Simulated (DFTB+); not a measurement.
Si$_{4}$H$_{9}$Br: energy and gradient calculation

The run: energy and gradient calculation of Si$_{4}$H$_{9}$Br. Method and program: GFN1-xTB, R-SCC, dispersion built in, COSMO solvent thf (DFTB+ 25.1).

The geometry comes from this level: GFN2-xTB.

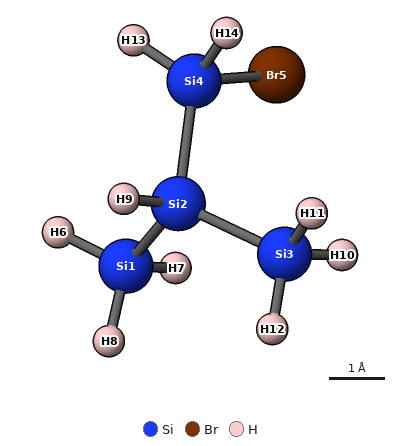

Fig. 1: The structure as given in the input (ball-and-stick view, seen at a tilt; atoms are numbered from 1 in the order of the input).

**The input (dftb_in.hsd)**
```
# GFN1-XTB energy and gradient
Geometry = GenFormat {
  <<< "geo.gen"
}

Hamiltonian = xTB {
  Method = "GFN1-xTB"
  Solvation = Cosmo {
    Solvent = fromName {
      "thf"
    }
    RadiiScaling = {
      Si = 1.1
      Br = 1.1
      H = 1.1
    }
    AngularGrid = 302
    FreeEnergyShift [kcal/mol] = 0.0
    Solver = DomainDecomposition {
      MaxMoment = 10
      Accuracy = 1e-08
    }
  }
}

Analysis = {
  PrintForces = Yes
}

Options = {
  WriteResultsTag = Yes
}

ParserOptions = {
  ParserVersion = 14
}
```

**File geo.gen**
```
14 C
Si Br H
   1  1     -1.727560      1.379160      0.526720
   2  1      0.212550      0.082780      0.584100
   3  1     -0.105270     -2.225080      0.452390
   4  1      1.760260      0.814910     -0.997370
   5  2      0.864210      0.435310     -3.023570
   6  3     -1.440420      2.809130      0.666600
   7  3     -2.434940      1.190560     -0.738540
   8  3     -2.635650      1.011110      1.614680
   9  3      0.937770      0.385760      1.843590
  10  3     -0.725990     -2.586470     -0.820590
  11  3      1.158000     -2.960410      0.557070
  12  3     -0.972930     -2.696000      1.533780
  13  3      2.069920      2.241470     -1.084000
  14  3      3.040040      0.117780     -1.114860
```

Launched with:
```bash
dftb+ > dftb.out
```

**What the program printed**
```
|  DFTB+ development version (commit: a23bfb2)

Reading input file 'dftb_in.hsd'
Parser version: 14

--------------------------------------------------------------------------------

Processed input in HSD format written to 'dftb_pin.hsd'

Starting initialization...
--------------------------------------------------------------------------------
OpenMP threads:              1
Chosen random seed:          245542185
Current stacksize:           unlimited
Mode:                        Static calculation
Self consistent charges:     Yes
SCC-tolerance:                 0.100000E-04
Max. scc iterations:                    100
Shell resolved Hubbard:      Yes
Spin polarisation:           No
Nr. of up electrons:            16.000000
Nr. of down electrons:          16.000000
Periodic boundaries:         No
Electronic solver:           Relatively robust
Mixer:                       Broyden mixer
Mixing parameter:                  0.200000
Nr. of chrg. vec. in memory:            100
Max. SCC-cycles:                        100
tblite library version:      0.3.0
-> parametrization:          GFN1-xTB
-> repulsion:                Yes
-> dispersion:               Yes
-> halogen bonding:          Yes
-> electrostatics:           Yes
   -> isotropic:             Yes
   -> anisotropic:           No
   -> third-order:           Yes
Electronic temperature:              0.950045E-03 H      0.258520E-01 eV
Initial charges:             Set automatically (system chrg:   0.000E+00)
Included shells:            Si:  s, p, d
                            Br:  s, p, d
                             H:  s, s2
Solvation:                   conductor like screening model
Dielectric constant:           1.000000E+01
Free energy shift:             0.000000E+00 H      0.000000E+00 eV
Grid points:                   4.228000E+03 total           302 per atom
Solver:                      domain decomposition
SASA model:                  No
Solvated fields rescaled:    Yes
Extra options:
                             Mulliken analysis
                             Force calculation
Force type                   original

--------------------------------------------------------------------------------

***  Geometry step: 0

 iSCC Total electronic   Diff electronic      SCC error
    1   -0.16263517E+02    0.00000000E+00    0.76000831E+00
    2   -0.16284900E+02   -0.16263517E+02    0.58643642E+00
    3   -0.16283466E+02   -0.21383741E-01    0.20091594E+00
    4   -0.16292512E+02    0.14341201E-02    0.11465588E+00
    5   -0.16295739E+02   -0.90460648E-02    0.33756947E-01
    6   -0.16296123E+02   -0.32264814E-02    0.69963922E-02
    7   -0.16296105E+02   -0.38445634E-03    0.11426983E-01
    8   -0.16296136E+02    0.18680747E-04    0.10891085E-02
    9   -0.16296136E+02   -0.31364137E-04    0.32558487E-03
   10   -0.16296136E+02   -0.91377849E-07    0.23586201E-03
   11   -0.16296136E+02   -0.31277818E-07    0.71600702E-04
   12   -0.16296136E+02   -0.57137584E-09    0.26847801E-04
   13   -0.16296136E+02   -0.70634343E-09    0.17119125E-04
   14   -0.16296136E+02   -0.21461588E-09    0.65815992E-06

Total Energy:                      -16.1811824083 H         -440.3124 eV
Extrapolated to 0K:                -16.1811824083 H         -440.3124 eV
Total Mermin free energy:          -16.1811824083 H         -440.3124 eV
Force related energy:              -16.1811824083 H         -440.3124 eV

Cavity information written to dftbp.cosmo

--------------------------------------------------------------------------------
--------------------------------------------------------------------------------
SCC                                    +       0.40 ( 94.2%)       0.41 ( 94.3%)
Post-SCC processing                    +       0.02 (  3.6%)       0.01 (  3.4%)
--------------------------------------------------------------------------------
Missing                                +       0.01 (  2.2%)       0.01 (  2.3%)
Total                                  =       0.43 (100.0%)       0.44 (100.0%)
--------------------------------------------------------------------------------
```

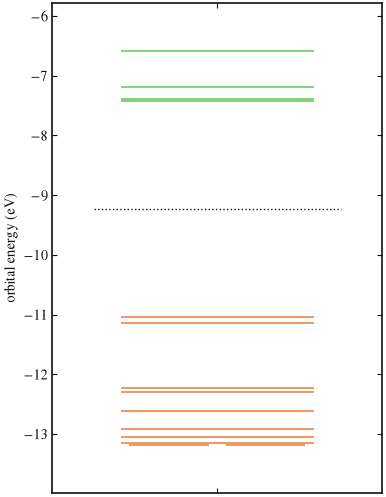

Fig. 2: Orbital energies near the frontier; the dotted line parts filled from empty levels, and levels within 0.02 eV of each other stand side by side. Highest filled −11.05 eV, lowest empty −7.43 eV, 3.62 eV apart.

**Summary**

- outcome: converged
- Mermin free energy: −16.181182 hartree
- solvation energy: −0.001742 hartree
- basis functions: 63
- largest force: 0.545 eV/Å
- HOMO: −11.05 eV
- LUMO: −7.43 eV
- dipole moment: 2.54 D
- hardware: 1 thread of AMD EPYC (Zen 5), 32 GiB of memory available, shared host
- peak memory: 0.073 GiB

**Notes**

Settings chosen away from the usual ones: angular_grid.
